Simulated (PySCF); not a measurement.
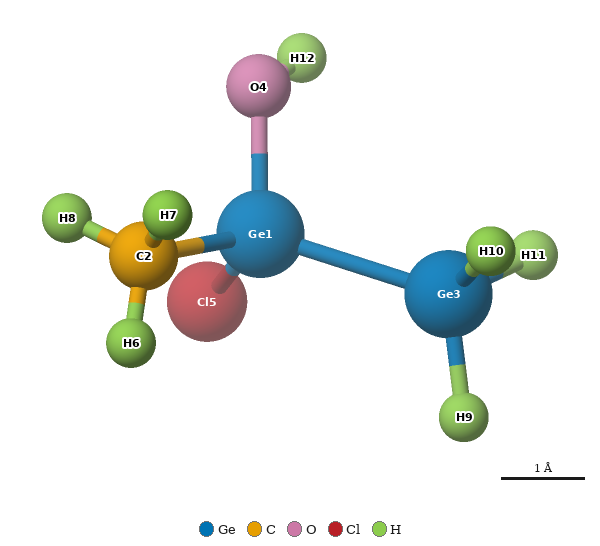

*The input geometry (ball-and-stick view, seen at a tilt; atoms are numbered from 1 in the order of the input). Sticks mark near contacts.*

Run report: CH7ClGe2O, geometry relaxation

System: CH7ClGe2O.
Method: PBE0-D3(BJ)/def2-SVP geometry optimisation, gas phase (PySCF 2.14.0).

Input:
```
{"job": {"xc": "PBE0", "basis": "def2-SVP", "d3": "d3bj", "grid": 2, "kind": "geom", "shake": 0.01}, "charge": 0, "multiplicity": 1}
Ge     0.498138    -0.277231    -0.230354
C     -0.794486    -0.518375    -1.744936
Ge    -0.423615     0.431129     1.921431
O      1.601062     0.990530    -0.860604
Cl     1.688999    -2.002508    -0.020953
H     -1.482113    -1.321150    -1.532789
H     -1.344928     0.394723    -1.912644
H     -0.213323    -0.744661    -2.647464
H     -1.213779    -0.619777     2.636096
H     -1.301680     1.632079     1.841320
H      0.663460     0.816808     2.916123
H      2.360754     1.190848    -0.348226
```

The first line tells a small driver script what to run in PySCF; the rest is the geometry in Å.

Launch command:
```bash
OMP_NUM_THREADS=1 python <driver script> task.json out
```

What the program printed:
```
step   0  E = -4730.27402332  max force = 0.029121
step   1  E = -4730.28205438  max force = 0.014215
step   2  E = -4730.28272765  max force = 0.003732
step   3  E = -4730.28283626  max force = 0.000806
step   4  E = -4730.28286020  max force = 0.000645
step   5  E = -4730.28286761  max force = 0.000752
step   6  E = -4730.28287400  max force = 0.000478
step   7  E = -4730.28287536  max force = 0.000221
optimisation converged
```

Trajectory as extended XYZ (Å, eV, eV/Å), 8 frames, from step=0 to step=7:
```
12
Properties=species:S:1:pos:R:3:forces:R:3 step=0 energy=-128717.31243
Ge    0.4981   -0.2772   -0.2303   -0.9885   1.4365  -1.0687
C    -0.7945   -0.5184   -1.7449    1.3699   0.0490   0.7646
Ge   -0.4236    0.4311    1.9214    0.7065  -0.2503  -0.0653
O     1.6011    0.9905   -0.8606   -1.4975  -0.4225  -0.7669
Cl    1.6890   -2.0025   -0.0209    0.5638  -1.0684   0.2323
H    -1.4821   -1.3212   -1.5328   -0.4345  -0.5816   0.1414
H    -1.3449    0.3947   -1.9126   -0.3287   0.6530   0.0023
H    -0.2133   -0.7447   -2.6475    0.0759  -0.0811  -0.0130
H    -1.2138   -0.6198    2.6361   -0.4509  -0.7386   0.1818
H    -1.3017    1.6321    1.8413   -0.5646   0.7724  -0.3541
H     0.6635    0.8168    2.9161    0.4473   0.0456   0.0423
H     2.3607    1.1908   -0.3482    1.1013   0.1861   0.9032
12
Properties=species:S:1:pos:R:3:forces:R:3 step=1 energy=-128717.53096
Ge    0.4722   -0.1850   -0.2806    0.0503  -0.7309   0.3209
C    -0.8441   -0.5562   -1.6226   -0.2970   0.0387  -0.2948
Ge   -0.3135    0.4618    1.9090   -0.1012   0.0912   0.2292
O     1.5139    1.0472   -0.9809    0.4171   0.3061  -0.0731
Cl    1.6786   -2.0224   -0.0098   -0.1799   0.3323  -0.0111
H    -1.5119   -1.3820   -1.3340    0.0921   0.0499   0.0466
H    -1.4476    0.3495   -1.7976    0.0277  -0.0637   0.0022
H    -0.3282   -0.8206   -2.5575   -0.0081  -0.0041   0.0192
H    -1.1201   -0.6850    2.5658    0.0938   0.1358  -0.0911
H    -1.2313    1.7017    1.7368    0.1032  -0.1464   0.0675
H     0.8770    0.8369    2.8253   -0.1283  -0.0414  -0.1170
H     2.2938    1.2224   -0.4389   -0.0698   0.0326  -0.0984
12
Properties=species:S:1:pos:R:3:forces:R:3 step=2 energy=-128717.54929
Ge    0.4720   -0.1897   -0.2780    0.0683  -0.1919  -0.0276
C    -0.8533   -0.5588   -1.6395    0.0196   0.0924  -0.0434
Ge   -0.3171    0.4638    1.9194   -0.0301   0.0370  -0.0125
O     1.5353    1.0501   -0.9824   -0.0128  -0.0362   0.0103
Cl    1.6711   -2.0107    0.0087   -0.0946   0.1630  -0.0035
H    -1.5147   -1.3822   -1.3383    0.0275  -0.0115   0.0464
H    -1.4571    0.3433   -1.8199    0.0104  -0.0099   0.0152
H    -0.3372   -0.8310   -2.5714    0.0100  -0.0089   0.0148
H    -1.1177   -0.6770    2.5674   -0.0031  -0.0158  -0.0127
H    -1.2268    1.6988    1.7692    0.0018  -0.0069   0.0215
H     0.8707    0.8267    2.8246    0.0286  -0.0024  -0.0068
H     2.3137    1.2351   -0.4447   -0.0257  -0.0089  -0.0016
12
Properties=species:S:1:pos:R:3:forces:R:3 step=3 energy=-128717.55224
Ge    0.4680   -0.1917   -0.2795    0.0415  -0.0194  -0.0101
C    -0.8512   -0.5561   -1.6431    0.0131   0.0339  -0.0205
Ge   -0.3203    0.4663    1.9177   -0.0009   0.0110  -0.0314
O     1.5352    1.0444   -0.9849   -0.0273  -0.0320  -0.0014
Cl    1.6619   -2.0017    0.0190   -0.0230   0.0356   0.0107
H    -1.5080   -1.3790   -1.3315   -0.0049  -0.0119   0.0058
H    -1.4544    0.3452   -1.8250   -0.0028  -0.0015   0.0067
H    -0.3328   -0.8340   -2.5718   -0.0009  -0.0086   0.0044
H    -1.1174   -0.6786    2.5605   -0.0122  -0.0239   0.0055
H    -1.2281    1.7020    1.7831   -0.0128   0.0159   0.0107
H     0.8760    0.8202    2.8146    0.0263  -0.0005   0.0059
H     2.3100    1.2314   -0.4441    0.0039   0.0015   0.0138
12
Properties=species:S:1:pos:R:3:forces:R:3 step=4 energy=-128717.55289
Ge    0.4660   -0.1919   -0.2802   -0.0151   0.0332  -0.0196
C    -0.8503   -0.5552   -1.6474    0.0147  -0.0018   0.0104
Ge   -0.3220    0.4694    1.9155    0.0005  -0.0007  -0.0057
O     1.5366    1.0400   -0.9852   -0.0017  -0.0109  -0.0064
Cl    1.6552   -1.9974    0.0317    0.0086  -0.0211   0.0147
H    -1.5072   -1.3774   -1.3324   -0.0062  -0.0011  -0.0073
H    -1.4528    0.3459   -1.8313   -0.0023   0.0024   0.0018
H    -0.3306   -0.8378   -2.5737   -0.0018  -0.0028  -0.0021
H    -1.1172   -0.6801    2.5562   -0.0007  -0.0010   0.0015
H    -1.2291    1.7079    1.7941   -0.0015   0.0028   0.0061
H     0.8827    0.8154    2.8071    0.0022  -0.0030  -0.0011
H     2.3076    1.2296   -0.4396    0.0033   0.0040   0.0078
12
Properties=species:S:1:pos:R:3:forces:R:3 step=5 energy=-128717.55309
Ge    0.4644   -0.1914   -0.2809   -0.0227   0.0386  -0.0097
C    -0.8490   -0.5553   -1.6501    0.0053  -0.0144   0.0085
Ge   -0.3234    0.4719    1.9141    0.0014  -0.0055   0.0036
O     1.5387    1.0368   -0.9859    0.0090  -0.0057  -0.0050
Cl    1.6494   -1.9973    0.0424    0.0116  -0.0263   0.0118
H    -1.5079   -1.3762   -1.3352   -0.0026   0.0035  -0.0067
H    -1.4502    0.3462   -1.8360    0.0000   0.0024  -0.0016
H    -0.3284   -0.8409   -2.5750   -0.0016   0.0018  -0.0031
H    -1.1178   -0.6790    2.5541    0.0015   0.0050  -0.0008
H    -1.2290    1.7125    1.8011    0.0023  -0.0010   0.0018
H     0.8856    0.8120    2.8027   -0.0031  -0.0017  -0.0014
H     2.3064    1.2291   -0.4365   -0.0012   0.0032   0.0027
12
Properties=species:S:1:pos:R:3:forces:R:3 step=6 energy=-128717.55327
Ge    0.4610   -0.1902   -0.2817   -0.0213   0.0246   0.0049
C    -0.8461   -0.5564   -1.6558   -0.0064  -0.0198   0.0013
Ge   -0.3261    0.4773    1.9122    0.0045  -0.0094   0.0133
O     1.5441    1.0293   -0.9873    0.0163  -0.0023  -0.0029
Cl    1.6365   -1.9993    0.0651    0.0059  -0.0156   0.0025
H    -1.5097   -1.3741   -1.3424    0.0026   0.0055  -0.0008
H    -1.4440    0.3463   -1.8471    0.0031   0.0018  -0.0047
H    -0.3229   -0.8469   -2.5777    0.0017   0.0065  -0.0017
H    -1.1207   -0.6743    2.5511    0.0012   0.0079  -0.0032
H    -1.2274    1.7220    1.8121    0.0041  -0.0015  -0.0049
H     0.8894    0.8065    2.7965   -0.0071   0.0011  -0.0014
H     2.3048    1.2281   -0.4302   -0.0048   0.0012  -0.0024
12
Properties=species:S:1:pos:R:3:forces:R:3 step=7 energy=-128717.55330
Ge    0.4588   -0.1896   -0.2813   -0.0100   0.0082   0.0100
C    -0.8439   -0.5575   -1.6590   -0.0088  -0.0114  -0.0028
Ge   -0.3279    0.4809    1.9117    0.0040  -0.0065   0.0109
O     1.5484    1.0235   -0.9880    0.0114  -0.0034  -0.0015
Cl    1.6276   -2.0020    0.0783   -0.0005  -0.0036  -0.0030
H    -1.5105   -1.3732   -1.3469    0.0037   0.0035   0.0017
H    -1.4393    0.3460   -1.8546    0.0032   0.0002  -0.0040
H    -0.3180   -0.8504   -2.5787    0.0034   0.0050   0.0004
H    -1.1249   -0.6692    2.5499   -0.0007   0.0055  -0.0032
H    -1.2255    1.7284    1.8148    0.0028   0.0002  -0.0060
H     0.8894    0.8049    2.7953   -0.0051   0.0021  -0.0006
H     2.3047    1.2265   -0.4266   -0.0034   0.0001  -0.0019
```

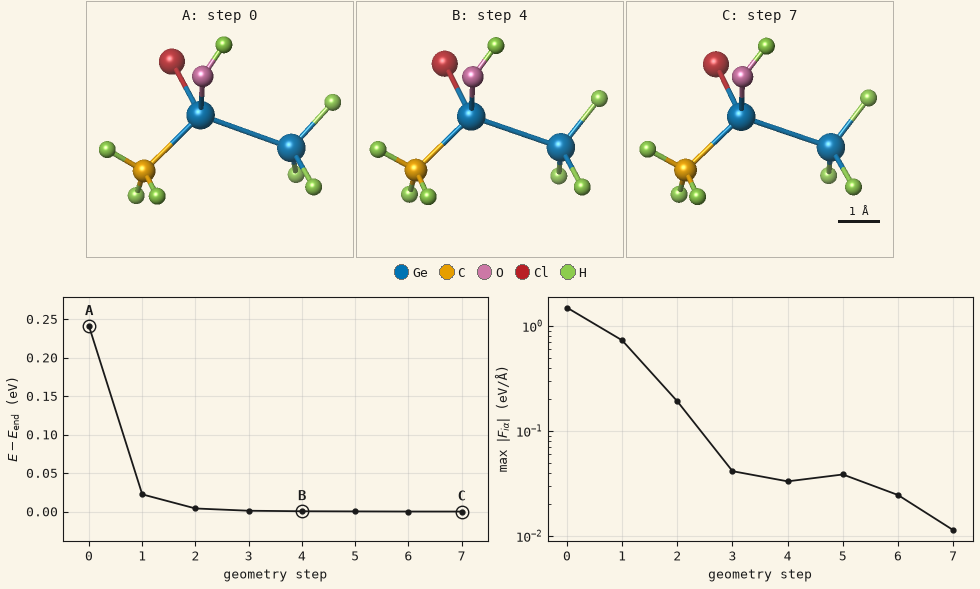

*Frames of the relaxation (ball-and-stick view, seen at a tilt) above the curves, on which the letters mark them (steps are counted from 0).*

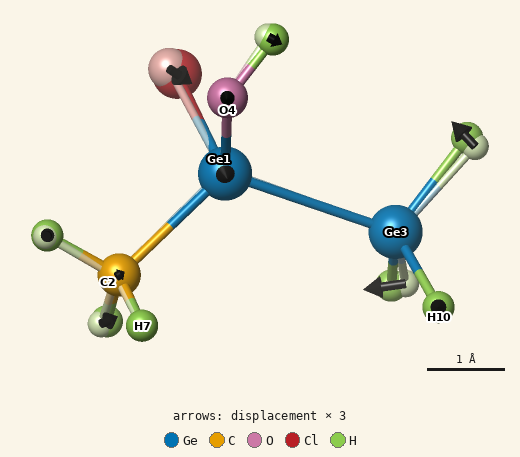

*Start (faint) and end (solid) with the displacements as black arrows, magnified 3 times (ball-and-stick view, seen at a tilt). The two geometries are laid on each other by the best rigid fit.*

The atom that moves furthest after the best rigid fit is H9 (0.19 Å). Largest moves by element: H 0.19 Å, Cl 0.14 Å, Ge 0.10 Å, O 0.06 Å, C 0.04 Å. Among the contacts that change: Ge1–Cl5 2.107 → 2.186 Å, Ge1–C2 2.006 → 1.931 Å, Ge3–H10 1.490 → 1.540 Å, Ge3–H9 1.497 → 1.538 Å. Among the angles that change: Ge3–Ge1–Cl5 111.3° → 104.7°, H9–Ge3–H11 104.1° → 109.2°, Ge1–Ge3–H9 114.6° → 109.7°. The energy falls by 0.241 eV in 7 geometry steps. The largest force component goes from 1.5 to 0.011 eV/Å. (Atoms are counted from 1 in the order of the input.)

Key numbers:

```csv
quantity,value
outcome,converged
total energy,−4730.282875 hartree
dipole moment,1.73 D
point group,C1
hardware,"1 CPU thread, shared host"
wall time,2.9 min
peak memory,0.73 GiB
```
